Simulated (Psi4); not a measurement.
# A workflow on GeSiH4 (SMILES [SiH3][GeH])

Aim: a structure relaxation (UHF-3c/MINIX), then the harmonic vibrations, then the energy (UCCSD(T)/cc-pVDZ) of GeSiH4. 

The results are computed with Psi4 1.11.

## Step 1: The system as given

GeSiH4 has 6 atoms, charge 0, and is taken as a triplet. SMILES: `[SiH3][GeH]`. The shape comes from GFN2-xTB, which is rough for such elements, and wasn't checked as a minimum. The run starts from this shape.

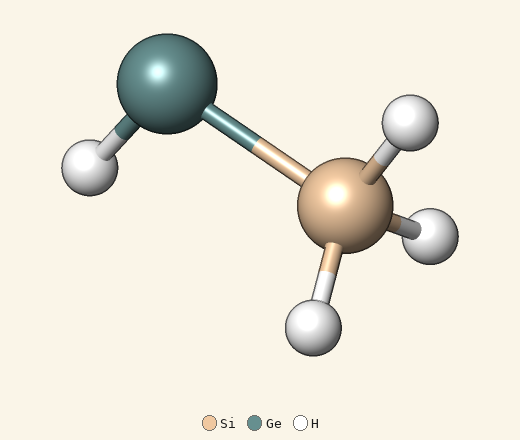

The structure, seen from a chosen angle (silicon light orange, germanium teal, hydrogen white).

## Step 2: A geometry optimisation at UHF-3c/MINIX (density fitting) (run 1)

The input, input.in:

```
memory 1600 MB

molecule mol {
  0 3
  Si    -0.53520823    -0.47496376    -0.99681163
  Ge     1.65277337    -0.36093769     2.86932235
  H     -3.09947210     0.60372970    -0.87794786
  H     -0.66244349    -3.18352712    -1.53545917
  H      0.76076594     0.85859706    -3.06921758
  H      1.88358451     2.55710180     3.61011389
  units bohr
}

set {
  reference uks
  geom_maxiter 60
}

e, wfn = optimize("hf-3c", return_wfn=True)
```

Launch:

```console
$ psi4 -n 1 input.in input.out
```

input.out:

```text
[...]
  Running in c1 symmetry.
[...]
  Nuclear repulsion =  145.968847630838070
[...]
  Multiplicity = 3
[...]
  Nalpha       = 26
  Nbeta        = 24
[...]
    Number of basis functions: 50
[...]
   @DF-UKS iter   1: -2362.95726009378996   -3.64347e+00   4.43920e-02 ADIIS/DIIS
[...]
   @DF-UKS iter   8: -2364.78736998156091   -5.91172e-12   5.87245e-09 DIIS
[...]
   @S^2 Observed:                2.010246174E+00
[...]
  @DF-UKS Final Energy: -2364.78736998156091
   => Energetics <=
    Nuclear Repulsion Energy =            144.8493891965974854
    One-Electron Energy =               -3585.8421793729344245
    Two-Electron Energy =                1076.1932615931546025
    Total Energy =                      -2364.7873699815604596
  UHF NO Occupations:
  HONO-2 :   24  A 1.9957148
  HONO-1 :   25  A 1.0000000
[...]
  -Total Gradient:
     Atom            X                  Y                   Z
    ------   -----------------  -----------------  -----------------
       1        0.000001464159     0.000012448481     0.000004207946
       2       -0.000002798714    -0.000041872535    -0.000009579684
       3       -0.000015024327    -0.000003028829     0.000005752809
       4       -0.000001210218    -0.000004366139    -0.000002566461
       5        0.000013015424    -0.000000884323    -0.000009753927
       6        0.000004553658     0.000037703346     0.000011939364
[...]
```

The script printed:

```text
Optimizer: Optimization complete!
```

Wall time 11 s (1 thread of Intel Xeon Platinum 8259CL at 2.50GHz (Skylake/Cascade Lake), shared host); peak memory 0.25 GiB.

Steps, from the record of the run:

```csv
step,energy from the first frame kept (eV),largest force (eV/Å)
0,0.0000,1.7884
1,-0.2066,0.2250
2,-0.2164,0.0807
3,-0.2178,0.0159
4,-0.2181,0.0112
5,-0.2182,0.0022
```

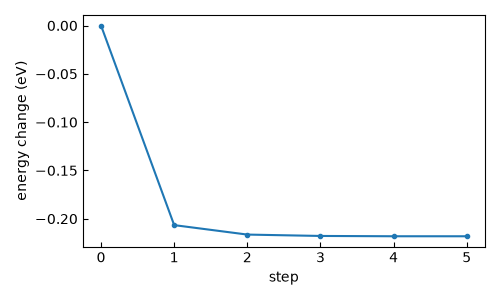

Energy along the run.

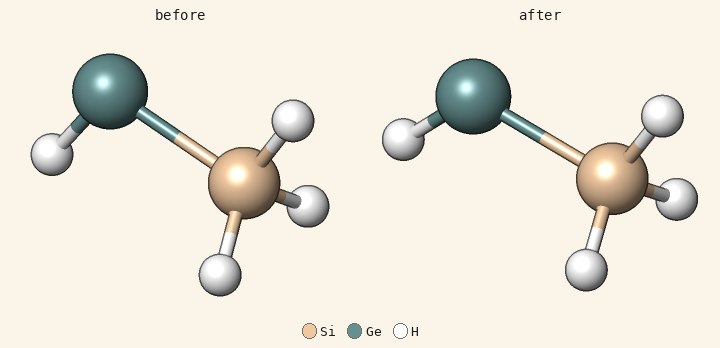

Before and after, at one scale.

After the run. Bond lengths: Si1–Ge2 2.376 Å, Si1–H3 1.485 Å, Si1–H4 1.484 Å, Si1–H5 1.485 Å, Ge2–H6 1.535 Å. Angles: Si1–Ge2–H6 122.4°, Ge2–Si1–H3 110.7°, Ge2–Si1–H4 107.6°, Ge2–Si1–H5 110.7°, H3–Si1–H4 109.4°, H3–Si1–H5 109.0°, H4–Si1–H5 109.4°.

## Step 3: The harmonic vibrations at UHF-3c/MINIX (density fitting) (run 2)

The input, job.inp:

```
memory 1600 mb

molecule {
  0 3
  Si
  Ge 1 r2
  H 1 r3 2 a3
  H 1 r4 3 a4 2 d4
  H 1 r5 4 a5 3 d5
  H 2 r6 1 a6 4 d6

  r2 = 2.37599
  r3 = 1.485484
  a3 = 110.73371
  r4 = 1.483952
  a4 = 109.35339
  d4 = 118.45113
  r5 = 1.485485
  a5 = 109.35394
  d5 = -119.28022
  r6 = 1.534794
  a6 = 122.42682
  d6 = 179.98316
}

set {
  reference                  uks
  t                          600.0
  rotational_symmetry_number 1
}

result, w = freq("hf-3c", return_wfn=True)
```

Launch:

```console
$ psi4 -i job.inp -o job.out -n 1
```

job.out:

```text
Psi4 1.11 release

gradient() will perform analytic gradient computation.

   => Loading Basis Set <=

    Name: MINIX
    Role: ORBITAL
    Keyword: BASIS

   => HF3C: Empirical Dispersion <=

        s6 =       1.000000
        s8 =       0.877700
        a1 =       0.417100
        a2 =       2.914900

[... 110 lines left out ...]
   @DF-UKS iter   2: -2363.92457631525122   -8.22727e-01   4.00373e-02 ADIIS/DIIS
[... 17 lines left out ...]
   @Spin Contamination Metric:   1.024612276E-02
[... 276 lines left out ...]
   @DF-UKS iter SAD: -2359.31192598745110   -2.35931e+03   0.00000e+00
[... 14 lines left out ...]
   @DF-UKS iter  15: -2364.78736997945043   -5.91172e-12   8.25115e-09 DIIS
[... 85 lines left out ...]
 Dipole Z            :         11.0589459          -11.3018861           -0.2429402
[... 69 lines left out ...]
RuntimeError: Engine::lmax_exceeded -- angular momentum limit exceeded

Printing out the relevant lines from the Psithon --> Python processed input file:
    """)
    core.IO.set_default_namespace("")
    core.set_global_option("REFERENCE", "uks")
    core.set_global_option("T", 600.0)
    core.set_global_option("ROTATIONAL_SYMMETRY_NUMBER", 1)
--> result, w = freq("hf-3c", return_wfn=True)

!-----------------------------------------------------------!
!                                                           !
!  Engine::lmax_exceeded -- angular momentum limit exceeded !
!                                                           !
!-----------------------------------------------------------!

    Psi4 run time: 0:00:04.57
```

Wall time 6 s (1 thread of Intel Xeon Platinum 8259CL at 2.50GHz (Skylake/Cascade Lake), shared host); peak memory 0.28 GiB.

The program stopped with an error.

## Step 4: A single-point energy at UCCSD(T)/cc-pVDZ (run 3)

The input, input.in:

```
memory 1.6 GB

molecule {
  0 3
  Si    -0.282187    -0.385173    -0.540920
  Ge     0.872035    -0.132675     1.520474
  H     -1.657249     0.168599    -0.444980
  H     -0.356390    -1.836795    -0.839918
  H      0.442447     0.306920    -1.637541
  H      1.140005     1.240823     2.150783
  symmetry c1
}

set {
  basis cc-pVDZ
  reference uhf
  scf_type pk
  freeze_core true
}

energy('ccsd(t)')
```

Launch:

```console
$ psi4 -i input.in -o input.out -n 1
```

input.out:

```text
[...]
  Running in c1 symmetry.
[...]
  Nuclear repulsion =  144.849359605151790
[...]
  Multiplicity = 3
[...]
  Nalpha       = 26
  Nbeta        = 24
[...]
    Number of basis functions: 65
[...]
   @UHF iter   1: -2365.90910619139322   -4.17696e+00   1.57401e-02 ADIIS/DIIS
[...]
   @UHF iter  14: -2366.54137954482485   -2.72848e-12   6.48270e-09 DIIS
[...]
   @S^2 Observed:                2.010258681E+00
[...]
  @UHF Final Energy: -2366.54137954482485
   => Energetics <=
    Nuclear Repulsion Energy =            144.8493596051517898
    One-Electron Energy =               -3586.5539761859813552
    Two-Electron Energy =                1075.1632370360048299
    Total Energy =                      -2366.5413795448248493
  UHF NO Occupations:
  HONO-2 :   24  A 1.9957792
  HONO-1 :   25  A 1.0000000
[...]
 Multipole Moments:
 ------------------------------------------------------------------------------------
     Multipole            Electronic (a.u.)      Nuclear  (a.u.)        Total (a.u.)
 ------------------------------------------------------------------------------------
 L = 1.  Multiply by 2.5417464519 to convert [e a0] to [Debye]
 Dipole X            :          5.5576095           -5.6161853           -0.0585758
 Dipole Y            :         -0.0780760            0.0273440           -0.0507320
 Dipole Z            :          9.7764444           -9.8854218           -0.1089774
 Magnitude           :                                                    0.1337196
[...]
      * MP2 total energy                      = -2366.726687836605834
[...]
      * CCSD total energy                     = -2366.768025026396117
[...]
      * CCSD(T) total energy                     = -2366.774178902197036
[...]
```

It took 53 s on 1 thread of Intel Xeon Platinum 8259CL at 2.50GHz (Skylake/Cascade Lake), shared host; peak memory 0.45 GiB.

## Step 5: Results

```
                                                                           quantity                value
                                       run 1, UHF-3c/MINIX: total energy at the end       -2364.78737 Eh
                                                 run 1, UHF-3c/MINIX: dipole moment               0.64 D
                            run 1, UHF-3c/MINIX: HOMO energy (highest over α and β)             -7.86 eV
                             run 1, UHF-3c/MINIX: LUMO energy (lowest over α and β)              0.84 eV
                                                          run 1, UHF-3c/MINIX: ⟨S²⟩                2.010
                                              run 3, UCCSD(T)/cc-pVDZ: total energy       -2366.77418 Eh
run 3, UCCSD(T)/cc-pVDZ: HOMO energy (Hartree–Fock orbitals) (highest over α and β)             -8.02 eV
 run 3, UCCSD(T)/cc-pVDZ: LUMO energy (Hartree–Fock orbitals) (lowest over α and β)              0.58 eV
              run 3, UCCSD(T)/cc-pVDZ: correlation energy (14 core orbitals frozen)           -232.8 mEh
                                            run 3, UCCSD(T)/cc-pVDZ: (T) correction            -6.15 mEh
                         run 3, UCCSD(T)/cc-pVDZ: ⟨S²⟩ of the reference determinant                2.010
                                             run 3, UCCSD(T)/cc-pVDZ: T1 diagnostic                0.016
                                                                run 2, UHF-3c/MINIX  no result (crashed)
```

**Reading.** The optimisation (run 1, UHF-3c/MINIX) took 6 steps and changed the energy by -0.218 eV. The triples (run 3, UCCSD(T)/cc-pVDZ) make up 2.6 % of the correlation energy. 1 of the 3 runs did not end normally.
